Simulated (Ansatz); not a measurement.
# BHO (singlet): one geometry, many settings at distance B1–H3 = 1.039 Å

Aim: run BHO (singlet) at one geometry under a spread of methods and options, and see what each costs and gives.

Program: Ansatz 0.2.0, Gaussian basis. Level of theory: the settings change from run to run. These are calculated values, not measurements.

27 further runs of the same task are left out: 4 for a known fault of the program, 2 for a mislabelled method, 16 that didn't finish, 5 set aside as unsound or not needed.

**1. What is computed**

The geometry derives from a PBE0/def2-TZVP stationary point (not a proven minimum). One bond is set to the value named and the two fragments are kept rigid.

3 atoms, charge 0, spin multiplicity 1.

Atoms are counted from 1 here; the program's logs count them from 0.

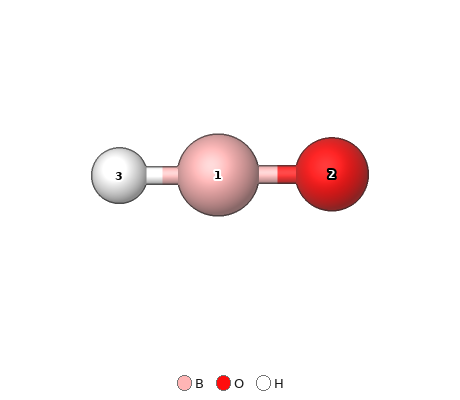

The geometry (boron pink, oxygen red, hydrogen white); atoms are numbered from 1 in the order of the file.

**2. MP2 on UHF/6-31G**

in.yaml reads:

```yaml
crystal:
  periodic: [false, false, false]
  atoms:
    - {symbol: B, position_ang: [0.000000, 0.000000, 0.052987]}
    - {symbol: O, position_ang: [0.000000, 0.000000, -1.144974]}
    - {symbol: H, position_ang: [0.000000, 0.000000, 1.091987]}
basis:
  gaussian: {orbitals: 6-31G, fitting: {mean_field: def2-universal-jkfit}}
magnetization: {spin_polarized: true, initial_magnetization: 0}
correlation: {method: mp2, electrons: valence}
```

Run with:

```bash
> ansatz run in.yaml --threads 1 --pin off --events-out ev --progress --plain --max-ram 2393MiB
```

Log:

```text
Functional definition: HF
  name "HF"
  cite "Fock, Z. Phys. 61, 126 (1930) doi:10.1007/BF01340294"
  parent pbe
  exchange = exact_x
  correlation = 0
170 factors; integrals over basis functions are off by at most 1.5e-2 eV
mean field evaluation 1: about -2720.5936 eV, gradient 2.8e1 eV
mean field evaluation 2: about -2721.3438 eV, gradient 2.8e1 eV
mean field evaluation 4: about -2724.1112 eV, gradient 3.2e-1 eV
mean field evaluation 8: about -2724.1123 eV, gradient 9.6e-7 eV
mean field -2724.11228537 eV, -100.1092800178 hartree, gradient 9.6e-7 eV, S^2 0.000000; 0 other end points of the search recorded, 0 dependent functions left out
2 core orbitals not correlated: weight in the atoms' cores, before any rotation towards them, 1.000 or more for the frozen orbitals, at most 0.000 for the correlated occupied ones
reference -2724.11228537 eV, -100.1092800178 hartree; 5, 5 occupied and 13, 13 virtual orbitals, 170 factors
second order -5.19616906 eV of doubles, -0.00000000 eV of singles
Total energy: -2729.30845443 eV, -100.3002357086 hartree
```

Run time: 0.09 s. Hardware: 1 thread of Arm Neoverse V1, shared host.

From the report: ⟨S²⟩ of the determinant 0.000 (pure singlet: 0.00).

**3. NEVPT4(SD)(6,3)/6-31G**

in.yaml reads:

```yaml
crystal:
  periodic: [false, false, false]
  atoms:
    - {symbol: B, position_ang: [0.000000, 0.000000, 0.052987]}
    - {symbol: O, position_ang: [0.000000, 0.000000, -1.144974]}
    - {symbol: H, position_ang: [0.000000, 0.000000, 1.091987]}
basis:
  gaussian: {orbitals: 6-31G}
correlation: {method: fic_nevpt4_sd, electrons: all, active_space: {window: {electrons: 6, orbitals: 3}}}
```

Launched as before.

Log:

```text
Functional definition: HF
  name "HF"
  cite "Fock, Z. Phys. 61, 126 (1930) doi:10.1007/BF01340294"
  parent pbe
  exchange = exact_x
  correlation = 0
233 factors; integrals over basis functions are off by at most 1.6e-4 eV
mean field evaluation 1: about -2720.5912 eV, gradient 4.0e1 eV
mean field evaluation 2: about -2720.5950 eV, gradient 4.0e1 eV
mean field evaluation 4: about -2724.0945 eV, gradient 1.8e0 eV
mean field evaluation 8: about -2724.1130 eV, gradient 4.7e-5 eV
mean field -2724.11301348 eV, -100.1093067753 hartree, gradient 2.4e-6 eV, S^2 0.000000; 0 other end points of the search recorded, 0 dependent functions left out
reference -2724.11301348 eV, -100.1093067753 hartree; 7, 7 occupied and 13, 13 virtual orbitals, 233 factors
state -2724.11301348 eV, -100.1093067753 hartree
state -2724.11301348 eV, -100.1093067753 hartree; corrected -2729.27697406 eV, -100.2990788264 hartree
WARN: 3 active orbitals are nearly empty or full. The corrections depend on them more than the energy does, and are more stable in an active space without them
Total energy: -2729.27697406 eV, -100.2990788264 hartree
```

It took 0.39 s on 1 thread of Arm Neoverse V1, shared host.

From the report: 1 determinant; active occupations 2.00, 2.00, 2.00. The report marks this result as in doubt.

**4. HF/STO-3G**

in.yaml reads:

```yaml
crystal:
  periodic: [false, false, false]
  atoms:
    - {symbol: B, position_ang: [0.000000, 0.000000, 0.052987]}
    - {symbol: O, position_ang: [0.000000, 0.000000, -1.144974]}
    - {symbol: H, position_ang: [0.000000, 0.000000, 1.091987]}
basis:
  gaussian: {orbitals: STO-3G, point_charges: [{charge: 0.50, position_ang: [4.291, -0.911, 0.301]}]}
magnetization: {spin_polarized: false}
hamiltonian: {xc: hf}
output: {forces: true, orbitals: {seedname: orbitals}}
```

Same command.

Log (excerpt; [...] marks lines left out):

```text
Functional definition: HF
  name "HF"
  cite "Fock, Z. Phys. 61, 126 (1930) doi:10.1007/BF01340294"
  parent pbe
[...]
147 factors; integrals over basis functions are off by at most 3.6e-5 eV
[...]
mean field -2688.91113731 eV, -98.8156616866 hartree, gradient 6.4e-5 eV, S^2 0.000000; 0 other end points of the search recorded, 0 dependent functions left out
[...]
reference -2688.91113731 eV, -98.8156616866 hartree; 7, 7 occupied and 4, 4 virtual orbitals, 147 factors
Total energy: -2688.91113731 eV, -98.8156616866 hartree
Atom 0 at     0.000000     0.000000     0.052987 Å, force    -0.172203     0.036560    -7.958920 eV/Å
Atom 1 at     0.000000     0.000000    -1.144974 Å, force     0.110635    -0.023488     2.879882 eV/Å
Atom 2 at     0.000000     0.000000     1.091987 Å, force     0.042977    -0.009124     5.098444 eV/Å
Dipole moment:    -0.011563     0.002455     0.315666 e Å
```

Wall time 0.09 s (1 thread of Arm Neoverse V1, shared host).

**5. BCCD on RHF/def2-mTZVP**

in.yaml reads:

```yaml
crystal:
  periodic: [false, false, false]
  atoms:
    - {symbol: B, position_ang: [0.000000, 0.000000, 0.052987]}
    - {symbol: O, position_ang: [0.000000, 0.000000, -1.144974]}
    - {symbol: H, position_ang: [0.000000, 0.000000, 1.091987]}
basis:
  gaussian: {orbitals: def2-mTZVP}
magnetization: {spin_polarized: false}
correlation: {method: bccd, electrons: valence}
```

The command is unchanged.

Log (excerpt; [...] marks lines left out):

```text
Functional definition: HF
  name "HF"
  cite "Fock, Z. Phys. 61, 126 (1930) doi:10.1007/BF01340294"
  parent pbe
[...]
424 factors; integrals over basis functions are off by at most 5.7e-4 eV
[...]
mean field -2726.38823307 eV, -100.1929195531 hartree, gradient 2.5e-6 eV, S^2 0.000000; 0 other end points of the search recorded, 0 dependent functions left out
2 core orbitals not correlated: weight in the atoms' cores, before any rotation towards them, 1.000 or more for the frozen orbitals, at most 0.000 for the correlated occupied ones
reference -2726.38823307 eV, -100.1929195531 hartree; 5, 5 occupied and 39, 39 virtual orbitals, 424 factors
second order -7.58785852 eV of doubles, -0.00000000 eV of singles
cycle   1  -7.30678744 eV  change    2.8e-1 eV  update   9.6e-2
[...]
cycle   9  -7.63864430 eV  change   -4.2e-6 eV  update   9.9e-6
Total energy: -2734.02687737 eV, -100.4736345535 hartree
```

Run time: 0.48 s. Hardware: 1 thread of Arm Neoverse V1, shared host.

From the report: correlation -7.6386 eV; largest double amplitude 0.04.

**6. MRCISD+Q(6,7)/STO-3G**

Edit in.yaml of step 5 so:

```diff
@@ -7,4 +7,5 @@
 basis:
-  gaussian: {orbitals: def2-mTZVP}
-magnetization: {spin_polarized: false}
-correlation: {method: bccd, electrons: valence}
+  gaussian: {orbitals: STO-3G}
+hamiltonian: {pseudopotentials: {relativity: scalar}}
+correlation: {method: fic_mrcisd_q, electrons: all, active_space: {window: {electrons: 6, orbitals: 7}}}
+scf: {lower_state_search: off}
```

Launched as before.

Log (excerpt; [...] marks lines left out):

```text
Functional definition: HF
  name "HF"
  cite "Fock, Z. Phys. 61, 126 (1930) doi:10.1007/BF01340294"
  parent pbe
[...]
147 factors; integrals over basis functions are off by at most 3.6e-5 eV
[...]
mean field -2690.14532662 eV, -98.8610173074 hartree, gradient 9.4e-7 eV, S^2 0.000000; 0 other end points of the search recorded, 0 dependent functions left out
reference -2690.14532662 eV, -98.8610173074 hartree; 7, 7 occupied and 4, 4 virtual orbitals, 147 factors
state -2693.31324878 eV, -98.9774362995 hartree
contracted CI cycle   1: correlation 0.00000000 eV, 0.0000000000 hartree, residual 5.81e0 eV
contracted CI cycle   2: correlation -0.55069073 eV, -0.0202375111 hartree, residual 1.77e0 eV
contracted CI cycle   3: correlation -0.57686023 eV, -0.0211992223 hartree, residual 3.34e-1 eV
contracted CI cycle   4: correlation -0.57794482 eV, -0.0212390803 hartree, residual 8.00e-2 eV
contracted CI cycle   5: correlation -0.57803039 eV, -0.0212422249 hartree, residual 2.78e-2 eV
contracted CI cycle   6: correlation -0.57803940 eV, -0.0212425563 hartree, residual 8.71e-3 eV
contracted CI cycle   7: correlation -0.57804016 eV, -0.0212425840 hartree, residual 2.19e-3 eV
contracted CI cycle   8: correlation -0.57804020 eV, -0.0212425857 hartree, residual 4.69e-4 eV
state -2693.31324878 eV, -98.9774362995 hartree; corrected -2693.89866246 eV, -98.9989498554 hartree
Total energy: -2693.89866246 eV, -98.9989498554 hartree
Relativity: scalar
Checks for a lower state left out: stability, starts, cluster_reference, orbital_swaps, neighbouring_geometries, increment
```

Wall time 0.69 s (1 thread of Arm Neoverse V1, shared host).

From the report: 321 determinants; active occupations 1.98, 1.94, 1.94, 0.06, 0.06, 0.02, 0.00.

**7. CCSD(T) on RHF/6-31G**

in.yaml reads:

```yaml
crystal:
  periodic: [false, false, false]
  atoms:
    - {symbol: B, position_ang: [0.000000, 0.000000, 0.052987]}
    - {symbol: O, position_ang: [0.000000, 0.000000, -1.144974]}
    - {symbol: H, position_ang: [0.000000, 0.000000, 1.091987]}
basis:
  gaussian: {orbitals: 6-31G}
magnetization: {spin_polarized: false}
correlation: {method: ccsd_t, electrons: outside_noble_gas}
scf: {lower_state_search: full}
output: {forces: true}
```

Launched as before.

Log (excerpt; [...] marks lines left out):

```text
Functional definition: HF
  name "HF"
  cite "Fock, Z. Phys. 61, 126 (1930) doi:10.1007/BF01340294"
  parent pbe
[...]
233 factors; integrals over basis functions are off by at most 1.6e-4 eV
[...]
mean field -2724.11301348 eV, -100.1093067753 hartree, gradient 2.4e-6 eV, S^2 0.000000; 0 other end points of the search recorded, 0 dependent functions left out
2 core orbitals not correlated: weight in the atoms' cores, before any rotation towards them, 1.000 or more for the frozen orbitals, at most 0.000 for the correlated occupied ones
reference -2724.11301348 eV, -100.1093067753 hartree; 5, 5 occupied and 13, 13 virtual orbitals, 233 factors
second order -5.19632238 eV of doubles, -0.00000000 eV of singles
cycle   1  -4.85474893 eV  change    3.4e-1 eV  update   1.1e-1
[...]
cycle   9  -5.19822226 eV  change   -2.5e-7 eV  update   5.3e-6
perturbative correction -0.17737785 eV, -0.0065185158 hartree
[...]
Total energy: -2729.48861359 eV, -100.3068564355 hartree
Atom 0 at     0.000000     0.000000     0.052987 Å, force    -0.000000    -0.000000    -2.176728 eV/Å
Atom 1 at     0.000000     0.000000    -1.144974 Å, force    -0.000000    -0.000000    -3.098073 eV/Å
Atom 2 at     0.000000     0.000000     1.091987 Å, force    -0.000000     0.000000     5.274801 eV/Å
Dipole moment:    -0.000000    -0.000000     0.519188 e Å
```

Run time: 0.24 s. Hardware: 1 thread of Arm Neoverse V1, shared host.

From the report: correlation -5.3756 eV; T1 0.024; largest double amplitude 0.08.

**8. HF/6-31G**

in.yaml reads:

```yaml
crystal:
  periodic: [false, false, false]
  atoms:
    - {symbol: B, position_ang: [0.000000, 0.000000, 0.052987]}
    - {symbol: O, position_ang: [0.000000, 0.000000, -1.144974]}
    - {symbol: H, position_ang: [0.000000, 0.000000, 1.091987]}
basis:
  gaussian: {orbitals: 6-31G, point_charges: [{charge: 1.00, position_ang: [2.715, -0.649, -0.859]}]}
magnetization: {spin_polarized: false}
hamiltonian: {xc: hf}
output: {forces: true, orbitals: {seedname: orbitals}}
```

Same command.

Log (excerpt; [...] marks lines left out):

```text
Functional definition: HF
  name "HF"
  cite "Fock, Z. Phys. 61, 126 (1930) doi:10.1007/BF01340294"
  parent pbe
[...]
233 factors; integrals over basis functions are off by at most 1.6e-4 eV
[...]
mean field -2724.31515982 eV, -100.1167355161 hartree, gradient 2.0e-5 eV, S^2 0.000000; 0 other end points of the search recorded, 0 dependent functions left out
[...]
reference -2724.31515982 eV, -100.1167355161 hartree; 7, 7 occupied and 13, 13 virtual orbitals, 233 factors
Total energy: -2724.31515982 eV, -100.1167355161 hartree
Atom 0 at     0.000000     0.000000     0.052987 Å, force    -0.991146     0.236926    -4.160524 eV/Å
Atom 1 at     0.000000     0.000000    -1.144974 Å, force     1.190570    -0.284597    -0.274482 eV/Å
Atom 2 at     0.000000     0.000000     1.091987 Å, force     0.049980    -0.011947     4.857427 eV/Å
Dipole moment:    -0.115804     0.027682     0.735550 e Å
```

Run time: 0.12 s. Hardware: 1 thread of Arm Neoverse V1, shared host.

**9. MP2 on UHF/def2-SVP**

in.yaml reads:

```yaml
crystal:
  periodic: [false, false, false]
  atoms:
    - {symbol: B, position_ang: [0.000000, 0.000000, 0.052987]}
    - {symbol: O, position_ang: [0.000000, 0.000000, -1.144974]}
    - {symbol: H, position_ang: [0.000000, 0.000000, 1.091987]}
basis:
  gaussian: {orbitals: def2-SVP}
magnetization: {spin_polarized: true, initial_magnetization: 0}
correlation: {method: mp2, electrons: outside_noble_gas}
scf: {lower_state_search: off}
```

Launched as before.

Log (excerpt; [...] marks lines left out):

```text
Functional definition: HF
  name "HF"
  cite "Fock, Z. Phys. 61, 126 (1930) doi:10.1007/BF01340294"
  parent pbe
[...]
323 factors; integrals over basis functions are off by at most 1.3e-3 eV
[...]
mean field -2723.20821511 eV, -100.0760560483 hartree, gradient 2.9e-6 eV, S^2 0.000000; 0 other end points of the search recorded, 0 dependent functions left out
2 core orbitals not correlated: weight in the atoms' cores, before any rotation towards them, 1.000 or more for the frozen orbitals, at most 0.000 for the correlated occupied ones
reference -2723.20821511 eV, -100.0760560483 hartree; 5, 5 occupied and 26, 26 virtual orbitals, 323 factors
second order -7.27284318 eV of doubles, -0.00000000 eV of singles
Total energy: -2730.48105828 eV, -100.3433281053 hartree
Checks for a lower state left out: stability, starts, cluster_reference, orbital_swaps, neighbouring_geometries, increment
```

It took 0.12 s on 1 thread of Arm Neoverse V1, shared host.

From the report: ⟨S²⟩ of the determinant 0.000 (pure singlet: 0.00).

**10. CCSDT(Q) on RHF/6-31G**

in.yaml reads:

```yaml
crystal:
  periodic: [false, false, false]
  atoms:
    - {symbol: B, position_ang: [0.000000, 0.000000, 0.052987]}
    - {symbol: O, position_ang: [0.000000, 0.000000, -1.144974]}
    - {symbol: H, position_ang: [0.000000, 0.000000, 1.091987]}
basis:
  gaussian: {orbitals: 6-31G}
magnetization: {spin_polarized: false}
correlation: {method: ccsdt_q, electrons: valence, diis_vectors: 1}
```

Launched as before.

Log (excerpt; [...] marks lines left out):

```text
Functional definition: HF
  name "HF"
  cite "Fock, Z. Phys. 61, 126 (1930) doi:10.1007/BF01340294"
  parent pbe
[...]
385 factors; integrals over basis functions are off by at most 1.2e-7 eV
[...]
mean field -2724.11312647 eV, -100.1093109275 hartree, gradient 2.4e-6 eV, S^2 0.000000; 0 other end points of the search recorded, 0 dependent functions left out
2 core orbitals not correlated: weight in the atoms' cores, before any rotation towards them, 1.000 or more for the frozen orbitals, at most 0.000 for the correlated occupied ones
reference -2724.11312647 eV, -100.1093109275 hartree; 5, 5 occupied and 13, 13 virtual orbitals, 385 factors
second order -5.19638542 eV of doubles, -0.00000000 eV of singles
cycle   1  -4.85478325 eV  change    3.4e-1 eV  update   1.2e-1
[...]
cycle  21  -5.39096872 eV  change    4.2e-7 eV  update   1.5e-7
perturbative correction -0.01910658 eV, -0.0007021539 hartree
Total energy: -2729.52320177 eV, -100.3081275277 hartree
```

Wall time 0.75 s (1 thread of Arm Neoverse V1, shared host).

From the report: correlation -5.4101 eV; T1 0.020; largest double amplitude 0.09.

**11. The runs in one table**

Where basis and cores are those of an earlier FCI/6-31G run (-2729.5194 eV), and the state is the same kind, the miss against it is given. † marks a result that the program doubts.

| level | correlated | functions | energy (eV) | from FCI (meV) | time |
| --- | --- | --- | --- | --- | --- |
| MP2 on UHF/6-31G | valence | 20 | -2729.3085 | 210.9 | 0.09 s |
| NEVPT4(SD)(6,3)/6-31G † | all | 20 | -2729.2770 |  | 0.39 s |
| HF/STO-3G (beside a point charge) |  | 11 | -2688.9111 |  | 0.09 s |
| BCCD on RHF/def2-mTZVP | valence | 46 | -2734.0269 |  | 0.48 s |
| MRCISD+Q(6,7)/STO-3G (relativity set) | all | 11 | -2693.8987 |  | 0.69 s |
| CCSD(T) on RHF/6-31G | outside noble gas | 20 | -2729.4886 | 30.8 | 0.24 s |
| HF/6-31G (beside a point charge) |  | 20 | -2724.3152 |  | 0.12 s |
| MP2 on UHF/def2-SVP | outside noble gas | 33 | -2730.4811 |  | 0.12 s |
| CCSDT(Q) on RHF/6-31G | valence | 20 | -2729.5232 | -3.8 | 0.75 s |

**12. Outcome**

| quantity | value |
| --- | --- |
| runs | 9 |
| quickest | MP2 on UHF/6-31G, 0.09 s |
| slowest | CCSDT(Q) on RHF/6-31G, 0.75 s |

Total energies in different bases, with other cores or another treatment of relativity can't be set against each other. CCSDT(Q) on RHF/6-31G took 8 times as long as MP2 on UHF/6-31G; the jobs differ in more than the method. Among the correlated runs with a miss given, it spans -4 to +211 meV.
